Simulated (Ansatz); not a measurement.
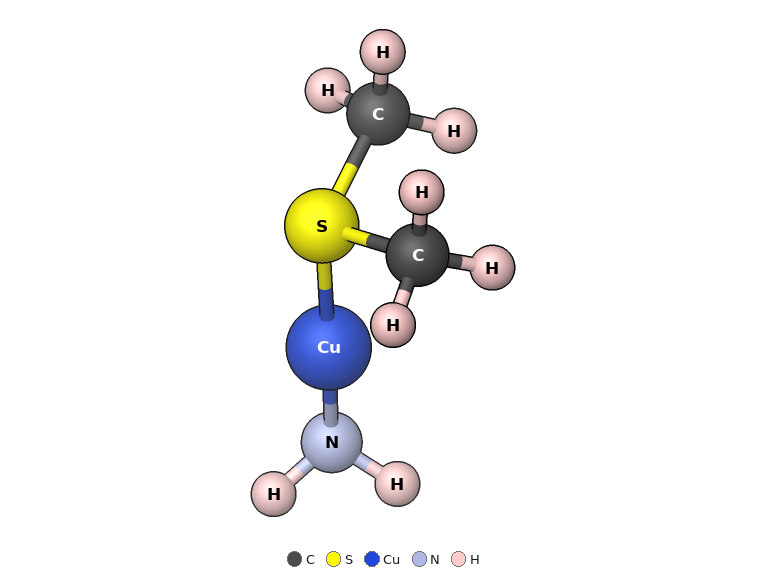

Rendered structure (ball-and-stick style). Every bond is drawn as one stick, whatever its order.

Charge 0, singlet. The computed structure is the end point of a PBE0-D4/def2-TZVP optimisation.

**Give the formula.**

C₂H₈CuNS, 13 atoms: 2 carbon, 8 hydrogen, 1 copper, 1 nitrogen and 1 sulfur.

**Write the SMILES.**

C[S+](C)[Cu-][NH2]

**Count the bonded pairs by element.**

6 C–H, 2 C–S, 2 N–H, 1 Cu–S, 1 Cu–N.

More results for the same structure follow; atom numbers are the same in all pictures, views and colours differ.

Geometry

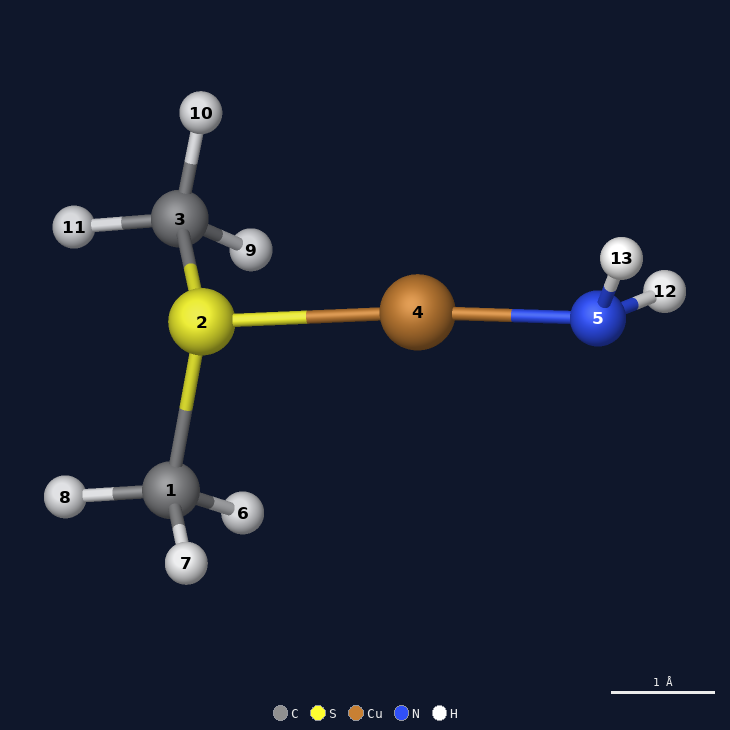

Numbered structure.

Which atoms are bonded, and how long are the bonds?

```
  bond  length (Å)
 C1–S2       1.801
 C1–H6       1.089
 C1–H7       1.089
 C1–H8       1.091
 S2–C3       1.800
S2–Cu4       2.165
 C3–H9       1.089
C3–H10       1.089
C3–H11       1.091
Cu4–N5       1.822
N5–H12       1.014
N5–H13       1.014
```

Thermal motion

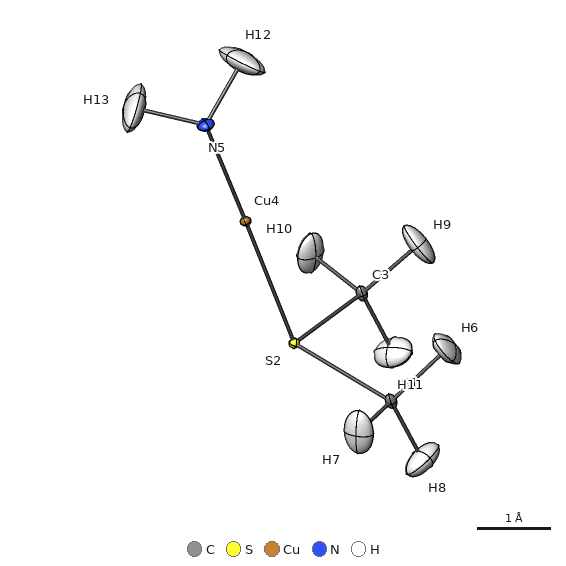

Displacement ellipsoids at the 50 % level, from the internal vibrations of the free molecule (harmonic, no overall translation or rotation; no half-axis is drawn under 0.075 Å). Vibrations computed with RKS PBE0-D4/def2-TZVP (Ansatz 0.2.0). Temperature: 0 K (zero-point motion alone).

**Which atom has the largest mean-square displacement?**

H12, with U_eq = 0.0434 Å².

**Does H12 move more along its bond or across it?**

Across it: the root-mean-square amplitude is 0.096 Å along the bond and up to 0.302 Å across, since bending and torsion are softer than stretching.

List U_eq and the three principal root-mean-square amplitudes for each kind of atom.

| atom | U_eq (Å²) | rms amplitudes (Å) |
| --- | --- | --- |
| C1 | 0.0033 | 0.035, 0.044, 0.081 |
| S2 | 0.0011 | 0.030, 0.030, 0.039 |
| C3 | 0.0032 | 0.037, 0.045, 0.080 |
| Cu4 | 0.00069 | 0.022, 0.027, 0.029 |
| N5 | 0.0048 | 0.045, 0.077, 0.080 |
| H6 | 0.0239 | 0.082, 0.145, 0.209 |
| H7 | 0.0237 | 0.083, 0.135, 0.214 |
| H8 | 0.0239 | 0.098, 0.148, 0.200 |
| H9 | 0.0237 | 0.083, 0.145, 0.208 |
| H10 | 0.0236 | 0.083, 0.136, 0.214 |
| H11 | 0.0239 | 0.098, 0.148, 0.201 |
| H12 | 0.0434 | 0.089, 0.176, 0.302 |
| H13 | 0.0434 | 0.093, 0.171, 0.304 |

Levels of theory compared

Program: Ansatz 0.2.0.

Compare HOMO energy (eV), HOMO–LUMO gap (eV) at these levels: B3LYP-D4/def2-TZVPP; CAM-B3LYP-D4/def2-TZVPP; HSE06 (plane-wave form)-D4/def2-TZVPP; r2SCAN-D4/def2-TZVPP; ωB97M-V/def2-QZVPP; ωB97M-V/def2-TZVPP; ωB97X-V/def2-TZVPP.

```
                                level  HOMO energy (eV)  HOMO–LUMO gap (eV)
                  B3LYP-D4/def2-TZVPP             −4.87                4.50
              CAM-B3LYP-D4/def2-TZVPP             −6.44                7.30
HSE06 (plane-wave form)-D4/def2-TZVPP             −4.65                4.15
                 r2SCAN-D4/def2-TZVPP             −4.10                3.33
                   ωB97M-V/def2-QZVPP             −7.50                8.29
                   ωB97M-V/def2-TZVPP             −7.39                8.81
                   ωB97X-V/def2-TZVPP             −7.43                9.27
```

Dipole moment

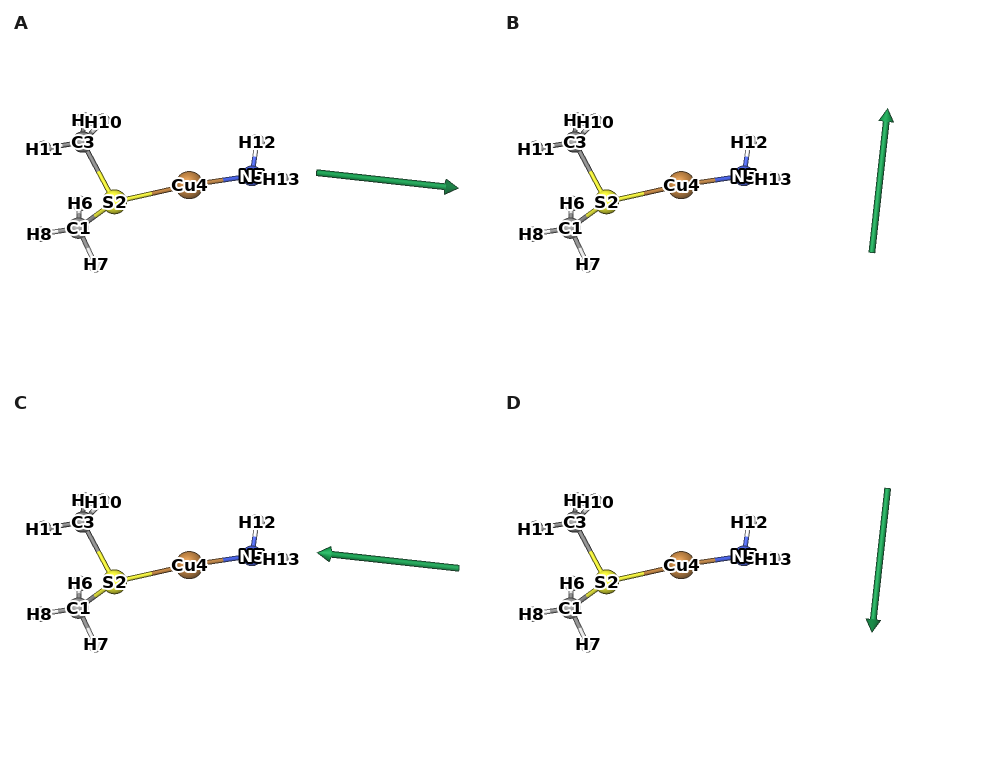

The same molecule four times, each with an arrow. Properties computed with RKS r2SCAN-D4/def2-TZVPP (Ansatz 0.2.0).

**Which arrow points along the dipole moment, from the negative to the positive end?**

C. The dipole moment is 5.54 D; it points from the side of H13 to the side of H11 (the outermost atoms at the two ends).
